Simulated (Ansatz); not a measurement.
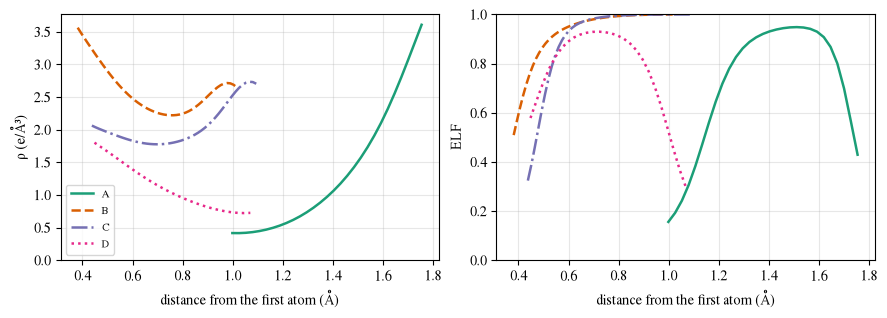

The picture shows: CH8GaN. Electron density and electron localisation function along straight lines between neighbouring atoms. The curves leave out the atomic cores.

Computed with RKS PBE0-D4/def2-mTZVP (Ansatz).

The calculation's input:

```
crystal:
  periodic: [false, false, false]
  atoms:
    - { symbol: Ga, position_ang: [0.063954, -0.170239, -0.079156] }
    - { symbol: H, position_ang: [-0.040524, -0.291993, 1.486948] }
    - { symbol: C, position_ang: [1.8126, -0.169511, -0.984094] }
    - { symbol: H, position_ang: [2.056315, -1.190251, -1.295706] }
    - { symbol: H, position_ang: [1.807795, 0.445699, -1.886447] }
    - { symbol: H, position_ang: [2.616256, 0.170762, -0.329958] }
    - { symbol: H, position_ang: [-1.276171, -0.04617, -0.897897] }
    - { symbol: "N", position_ang: [-0.070986, 2.562087, 1.429566] }
    - { symbol: H, position_ang: [0.813, 2.756064, 0.974332] }
    - { symbol: H, position_ang: [-0.827967, 2.746087, 0.781222] }
    - { symbol: H, position_ang: [-0.096472, 1.564263, 1.710089] }
basis:
  gaussian: { orbitals: def2-mTZVP }
hamiltonian:
  xc: pbe0
  dispersion: d4
relax:
  f_tol: 0.03
  max_steps: 50
output:
  orbitals: {}
```

Command:

```sh
ansatz run input.yaml --threads 2 --pin off --max-ram 3072MiB --backend cpu --events-out ev --progress --plain --runs-dir out
```

The fields are those of the run's last geometry, not of the input's.

### Which curve belongs to which contact (C–Ga, C–H, Ga–N and N–H)? The first atom named is at distance zero.

Curve A: Ga–N (2.16 Å): the density is about 0.43 e/Å³ at the midpoint; the ELF peaks at about 0.95 in the valence shell of N, 0.6 Å from its nucleus, and is about 0.30 at the midpoint. Curve B: N–H (1.02 Å): the density is about 2.9 e/Å³ at the midpoint; the ELF climbs to about 1 towards the hydrogen, as it does in any bond to H: a covalent bond by its length. Curve C: C–H (1.09 Å): the density is about 1.9 e/Å³ at the midpoint; the ELF climbs to about 1 towards the hydrogen; an ordinary covalent bond to hydrogen. Curve D: C–Ga (1.99 Å): ρ is about 0.73 e/Å³ halfway; the ELF peaks at about 0.95 in the valence shell of C, 0.7 Å from its nucleus, and is about 0.55 at the midpoint.
